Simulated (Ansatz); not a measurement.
# AlNH4O2 (SMILES [NH2][Al]([OH])[OH]) at HF/6-311+G(d,p)

Aim: the energy change on altering one bond length of AlNH4O2 at HF/6-311+G**, from 2 runs. 

The results are computed with Ansatz 0.2.0.

50 further runs of the same task are left out: 50 set aside as unsound or not needed.

## (1) The system as given

The species is AlNH4O2 (8 atoms), meant as a singlet with charge 0. SMILES: `[NH2][Al]([OH])[OH]`. The coordinates come from a PBE0-D4/def2-TZVP relaxation. This is one conformer, not always the lowest.

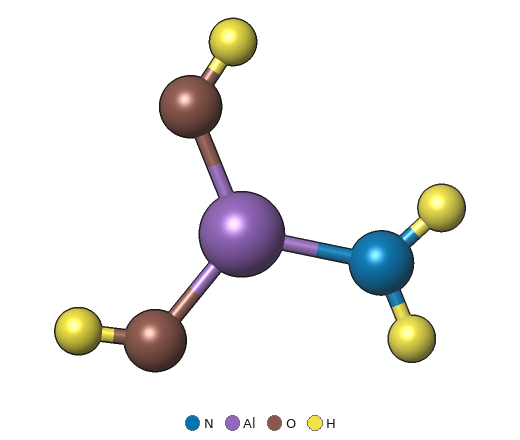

The structure, seen from a chosen angle (nitrogen blue, aluminium purple, oxygen brown, hydrogen yellow).

## (2) The energy at HF/6-311+G(d,p)

Input file job.yaml:

```yaml
crystal:
  periodic: [false, false, false]
  atoms:
    - symbol: "N"
      position_ang: [-0.453400, 1.370900, 0.159000]
    - symbol: Al
      position_ang: [0.021900, -0.314300, -0.015200]
    - symbol: O
      position_ang: [1.569400, -0.806100, -0.500900]
    - symbol: O
      position_ang: [-1.140100, -1.496100, 0.324200]
    - symbol: H
      position_ang: [0.132800, 2.170000, -0.009000]
    - symbol: H
      position_ang: [-1.372600, 1.662000, 0.447700]
    - symbol: H
      position_ang: [2.287000, -0.213800, -0.712700]
    - symbol: H
      position_ang: [-0.952800, -2.429800, 0.251200]
basis:
  gaussian:
    orbitals: 6-311+G_st__st_-spherical.json
magnetization:
  spin_polarized: false
hamiltonian:
  xc: hf
accuracy: high
output: {orbitals: {seedname: orbitals}}
```

The basis set 6-311+G** is read from a file made from the Basis Set Exchange's data (not shown).

Command:

```sh
$ ansatz run job.yaml --threads 1 --pin off --max-ram 3480MiB --events-out events.jsonl --progress --plain --runs-dir runs
```

What it wrote:

```text
Warning: RAYON_NUM_THREADS=1 ignored (pool sized by the plan → 1); use --threads N
Functional definition: HF
  name "HF"
  exchange = exact_x
  correlation = 0
2215 factors; integrals over basis functions are off by at most 1.9e-8 eV
mean field evaluation 1: about -12201.7742 eV, gradient 6.2e1 eV
mean field evaluation 2: about -12201.8139 eV, gradient 6.2e1 eV
mean field evaluation 4: about -12208.4101 eV, gradient 2.9e0 eV
mean field evaluation 8: about -12208.4499 eV, gradient 3.2e-1 eV
mean field evaluation 16: about -12208.4503 eV, gradient 2.8e-8 eV
mean field -12208.45029604 eV, -448.6522731945 hartree, gradient 2.8e-8 eV, S^2 0.000000; 0 other end points of the search recorded, 0 dependent functions left out
reference -12208.45029604 eV, -448.6522731945 hartree; 20, 20 occupied and 100, 100 virtual orbitals, 2215 factors
Total energy: -12208.45029604 eV, -448.6522731945 hartree
```

Wall time 3.6 s (1 thread of Arm Neoverse V2, shared host); peak memory 0.35 GiB.

## (3) The distorted shape at the same level

Input file job.yaml:

```yaml
crystal:
  periodic: [false, false, false]
  atoms:
    - {symbol: "N", position_ang: [-0.917641, 1.518437, 0.304707]}
    - {symbol: Al, position_ang: [-0.442341, -0.166763, 0.130507]}
    - {symbol: O, position_ang: [1.569400, -0.806100, -0.500900]}
    - {symbol: O, position_ang: [-1.604341, -1.348563, 0.469907]}
    - {symbol: H, position_ang: [-0.331441, 2.317537, 0.136707]}
    - {symbol: H, position_ang: [-1.836841, 1.809537, 0.593407]}
    - {symbol: H, position_ang: [2.287000, -0.213800, -0.712700]}
    - {symbol: H, position_ang: [-1.417041, -2.282263, 0.396907]}
basis:
  gaussian:
    orbitals: 6-311+G_st__st_-spherical.json
hamiltonian:
  xc: hf
accuracy: high
output:
  orbitals: {seedname: orbitals}
```

The basis set 6-311+G** is read from a file made from the Basis Set Exchange's data (not shown).

Command:

```sh
$ ansatz run job.yaml --threads 1 --pin off --max-ram 3480MiB --events-out events.jsonl --progress --plain --runs-dir runs
```

What it wrote:

```text
Warning: RAYON_NUM_THREADS=1 ignored (pool sized by the plan → 1); use --threads N
[... 4 set-up lines as earlier in the session ...]
2209 factors; integrals over basis functions are off by at most 1.2e-8 eV
mean field evaluation 1: about -12199.5258 eV, gradient 6.3e1 eV
mean field evaluation 2: about -12199.5617 eV, gradient 6.3e1 eV
mean field evaluation 4: about -12206.5883 eV, gradient 4.0e0 eV
mean field evaluation 8: about -12206.6476 eV, gradient 3.8e-1 eV
mean field -12206.64839256 eV, -448.5860544630 hartree, gradient 6.8e-8 eV, S^2 0.000000; 0 other end points of the search recorded, 0 dependent functions left out
reference -12206.64839256 eV, -448.5860544630 hartree; 20, 20 occupied and 100, 100 virtual orbitals, 2209 factors
Total energy: -12206.64839256 eV, -448.5860544630 hartree
```

It took 3.3 s on 1 thread of Arm Neoverse V2, shared host; peak memory 0.34 GiB.

## (4) What came out

At HF/6-311+G**:

| quantity | value |
| --- | --- |
| first shape: total energy | -448.65227 Eh |
| first shape: HOMO energy | -10.96 eV |
| first shape: LUMO energy | 1.18 eV |
| first shape: HOMO–LUMO gap | 12.13 eV |
| distorted shape: total energy | -448.58605 Eh |
| distorted shape: HOMO energy | -11.48 eV |
| distorted shape: LUMO energy | 0.95 eV |
| distorted shape: HOMO–LUMO gap | 12.44 eV |
| energy change with the Al2–O3 bond stretched from 1.695 to 2.203 Å | 1.802 eV |

In words: With the Al2–O3 bond stretched from 1.695 to 2.203 Å the energy rises by 1.80 eV (42 kcal/mol). The first shape isn't relaxed at this level, so the change isn't measured from a minimum.
